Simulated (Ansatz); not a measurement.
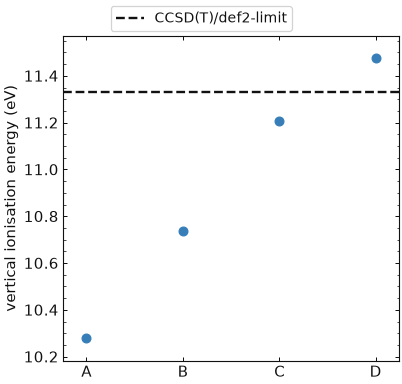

Vertical ionisation energy of C₂HAlCl₂, SMILES C#[C][Al]([Cl])[Cl], singlet, taken as the energy of the cation less that of the neutral at fixed geometry (unrestricted doublet cation, cores frozen in correlated methods, no spin-orbit coupling), the Ansatz code, at a PBE0-D4/def2-TZVP geometry (a minimum by its frequencies). Limit means an estimate of the basis limit from triple and quadruple zeta; for coupled cluster it is either extrapolated directly or built as the MP2 limit plus the step from MP2 in triple zeta. The distance of MP2/def2-TZVPP to the limit includes basis error.

> The letters stand for CCSD/def2-limit, MP2/def2-TZVPP, PBE-D4/def2-TZVPP and PBE0-D4/def2-TZVPP. Which is which?

A: PBE-D4/def2-TZVPP (10.28 eV); B: PBE0-D4/def2-TZVPP (10.74 eV); C: CCSD/def2-limit (11.21 eV); D: MP2/def2-TZVPP (11.48 eV).
